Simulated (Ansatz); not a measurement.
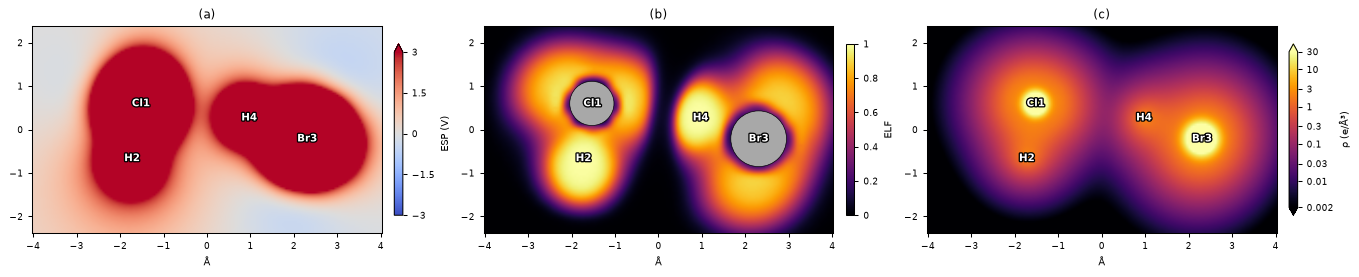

*HCl···HBr (SMILES Cl.Br). (a) molecular electrostatic potential; (b) ELF; (c) electron density on the molecular plane. Grey discs cover the atomic cores in the ELF map.*

Geometry: PBE0-D4/def2-TZVP.

Theory: RKS PBE0-D4/def2-TZVPPD in Ansatz.

```yaml
atoms:
  - { symbol: Cl, position_ang: [0.0227, 0.5692, -1.5460] }
  - { symbol: H, position_ang: [0.2939, -0.6722, -1.7041] }
  - { symbol: Br, position_ang: [-0.1718, -0.1754, 2.3015] }
  - { symbol: H, position_ang: [-0.1448, 0.2785, 0.9488] }
```

**What do the fields say about this system?**

The plane passes through Cl, H and Br nuclei. Cl1···H4 (2.52 Å): the density falls to about 0.09 e/Å³ on the way; the ELF dips to about 0.05 between them. Cl–H (1.28 Å): the density is about 2 e/Å³ at the midpoint; the ELF climbs to about 1 towards the hydrogen, as it does in any bond to H. Br–H (1.43 Å): ρ at the midpoint is about 1.6 e/Å³; the ELF climbs to about 1 towards the hydrogen. The ELF also peaks beside Br3 and Cl1, away from the bonds: lone-pair regions. Outside the dense part of the complex the potential is most negative (−0.5 V) near Br3.
